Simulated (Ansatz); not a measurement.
Input file:

```
crystal:
  periodic: [false, false, false]
  atoms:
    - { symbol: "N", position_ang: [-1.313, 0.1296, 1.4081] }
    - { symbol: B, position_ang: [-0.1653, -0.023, 0.4845] }
    - { symbol: C, position_ang: [0.6895, -0.9868, -0.4713] }
    - { symbol: C, position_ang: [0.7572, 0.4468, -0.8144] }
    - { symbol: Br, position_ang: [-0.4481, 0.8529, -2.3419] }
    - { symbol: H, position_ang: [-1.21153, -0.51414, 2.2127] }
    - { symbol: H, position_ang: [-2.16327, -0.30633, 0.87335] }
    - { symbol: H, position_ang: [0.1529, -1.6498, -1.0984] }
    - { symbol: H, position_ang: [1.6709, -1.3102, 0.0588] }
    - { symbol: H, position_ang: [1.6039, 1.0191, -0.5636] }
basis:
  gaussian: { orbitals: def2-SVP }
hamiltonian:
  xc: b3lyp
  dispersion: d4
relax:
  f_tol: 0.015
  max_steps: 40
output:
  orbitals: {}
```

Run with:

```sh
ansatz run input.yaml --threads 2 --pin off --max-ram 3072MiB --backend cpu --events-out ev --progress --plain --runs-dir out
```

The fields are those of the relaxed geometry.

Level of theory: RKS B3LYP-D4/def2-SVP in Ansatz.

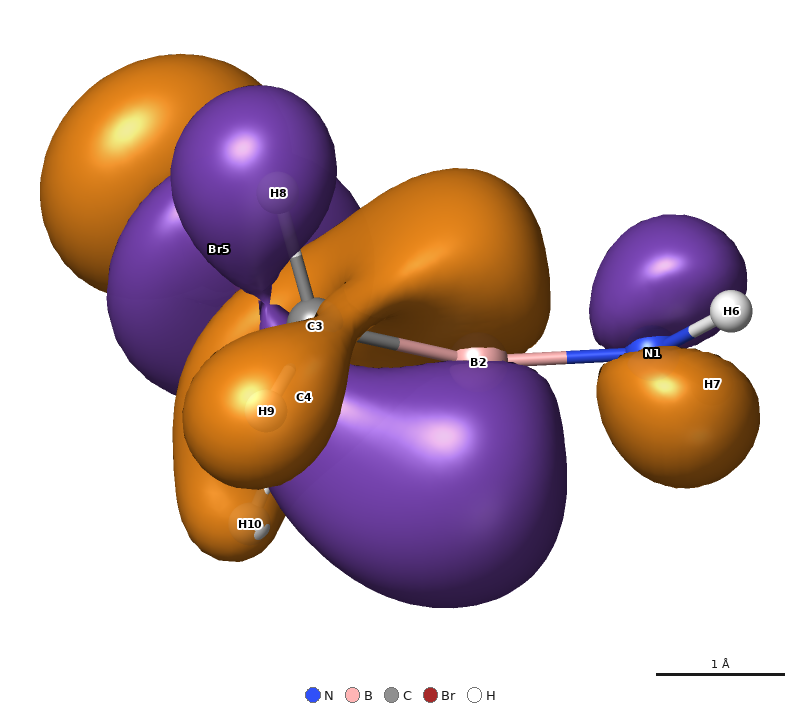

C2H5BBrN (SMILES NB1CC1Br). One frontier orbital at ±0.1 Å⁻³ᐟ² (orange and purple are the two phases), seen from one side.

### Which orbital is it: HOMO or LUMO?

The LUMO, at −0.52 eV. By Hirshfeld shares it lies mainly on Br5 (about 25 %), B2 (about 25 %), C4 (about 20 %), N1 (about 10 %) and C3 (about 10 %).
